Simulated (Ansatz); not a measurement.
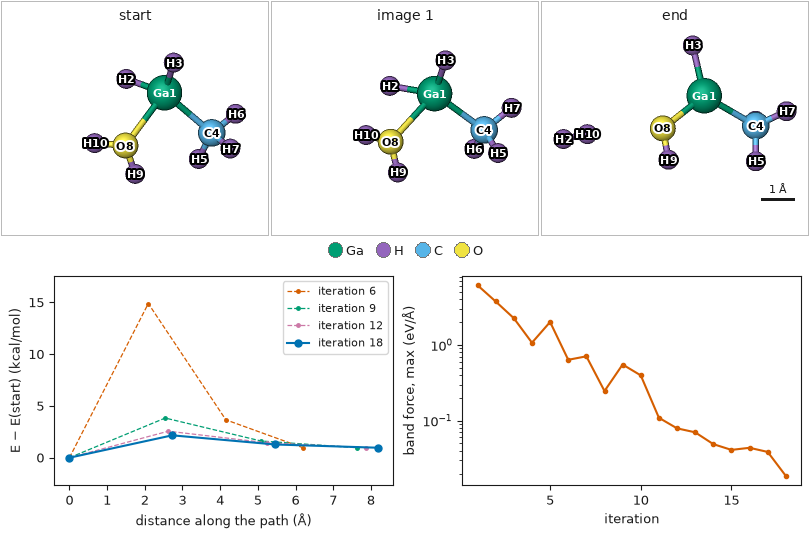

NEB run on CH$_{7}$GaO. Images are numbered from 0 (start) to 3 (end). The plot follows the band through its iterations. Style: ball-and-stick. Shown at a tilt.

The calculation used RKS B3LYP-D4/def2-SVP in Ansatz 0.2.0.

Input file:
```yaml
crystal:
  periodic: [false, false, false]
  atoms:
    - { symbol: Ga, position_ang: [-0.041402, 0.16512, 0.166567] }
    - { symbol: H, position_ang: [-0.209359, 0.517203, 1.707638] }
    - { symbol: H, position_ang: [1.343385, 0.463316, -0.529886] }
    - { symbol: C, position_ang: [-1.693474, 0.001585, -0.943025] }
    - { symbol: H, position_ang: [-2.514883, -0.500575, -0.40355] }
    - { symbol: H, position_ang: [-2.058988, 1.007299, -1.212265] }
    - { symbol: H, position_ang: [-1.509774, -0.537307, -1.887316] }
    - { symbol: O, position_ang: [0.192835, -2.012695, 0.507996] }
    - { symbol: H, position_ang: [-0.636613, -2.460049, 0.281828] }
    - { symbol: H, position_ang: [0.338972, -2.191697, 1.448913] }
basis:
  gaussian: { orbitals: def2-SVP }
hamiltonian:
  xc: b3lyp
  dispersion: d4
neb:
  order_check: false
  images: 2
  f_tol: 0.03
  max_iterations: 60
  climbing: false
  final_atoms:
    - { symbol: Ga, position_ang: [-0.24482313, -0.0704173, -0.66990427] }
    - { symbol: H, position_ang: [1.23398005, -1.87167906, 3.47688463] }
    - { symbol: H, position_ang: [1.08341597, 0.71740362, -0.91575732] }
    - { symbol: C, position_ang: [-1.95990269, 0.04947266, -1.64252723] }
    - { symbol: H, position_ang: [-2.69672893, -0.681422, -1.27647125] }
    - { symbol: H, position_ang: [-2.38340498, 1.06145975, -1.52794945] }
    - { symbol: H, position_ang: [-1.79914231, -0.11941664, -2.72009232] }
    - { symbol: O, position_ang: [-0.10109888, -1.21548593, 0.71775746] }
    - { symbol: H, position_ang: [-0.89238852, -1.735655, 0.90978864] }
    - { symbol: H, position_ang: [0.97079242, -1.68206011, 2.78517111] }
  initial_path:
    images:
      - { positions_ang: [[-0.041402, 0.16512, 0.166567], [-0.209359, 0.517203, 1.707638], [1.343385, 0.463316, -0.529886], [-1.693474, 0.001585, -0.943025], [-2.514883, -0.500575, -0.40355], [-2.058988, 1.007299, -1.212265], [-1.509774, -0.537307, -1.887316], [0.192835, -2.012695, 0.507996], [-0.636613, -2.460049, 0.281828], [0.338972, -2.191697, 1.448913]] }
      - { positions_ang: [[-0.00941901, 0.04979096, 0.05437684], [-0.06538318, 0.17114741, 1.84806094], [1.35850334, 0.13674119, -0.70108641], [-1.70317272, 0.00685864, -0.97550732], [-2.3577482, -0.77588193, -0.64095438], [-2.22071443, 0.93395952, -0.86349383], [-1.50709041, -0.14278122, -2.01723708], [0.11116812, -1.99637077, 0.6116423], [-0.53427902, -2.53212743, 0.1267307], [0.13883451, -1.39913638, 1.69436824]] }
      - { positions_ang: [[-0.07722605, -0.02872147, -0.22444692], [0.41572984, -0.62514661, 2.43780981], [1.271847, 0.22143706, -0.82971018], [-1.79198228, 0.0228212, -1.20867473], [-2.41836351, -0.83616426, -0.93192813], [-2.32885342, 0.95201311, -0.96872198], [-1.60354652, -0.00348444, -2.29482918], [0.01319016, -1.73063441, 0.68156278], [-0.61953753, -2.29066276, 0.33605092], [0.34944131, -1.22925741, 2.13978762]] }
      - { positions_ang: [[-0.24482313, -0.0704173, -0.66990427], [1.23398005, -1.87167906, 3.47688463], [1.08341597, 0.71740362, -0.91575732], [-1.95990269, 0.04947266, -1.64252723], [-2.69672893, -0.681422, -1.27647125], [-2.38340498, 1.06145975, -1.52794945], [-1.79914231, -0.11941664, -2.72009232], [-0.10109888, -1.21548593, 0.71775746], [-0.89238852, -1.735655, 0.90978864], [0.97079242, -1.68206011, 2.78517111]] }
```

Run as
```bash
ansatz run input.yaml --threads 2 --pin off --max-ram 3072MiB --backend cpu --events-out ev --progress --plain --runs-dir out
```

### Judge this run.

The run is converged, with reservations. The band converged in 18 iterations. The largest component of the band force went from 6.2 to 0.019 eV/Å. No image climbed, so the highest image needn't lie on the saddle point, and the true maximum along this path can be higher. So few images resolve the path coarsely. The first iteration put the highest image at 40.50 kcal/mol. The energy climbs by 2.16 kcal/mol to image 1 and then falls by 1.20 kcal/mol, so the end point sits at +0.96 kcal/mol.
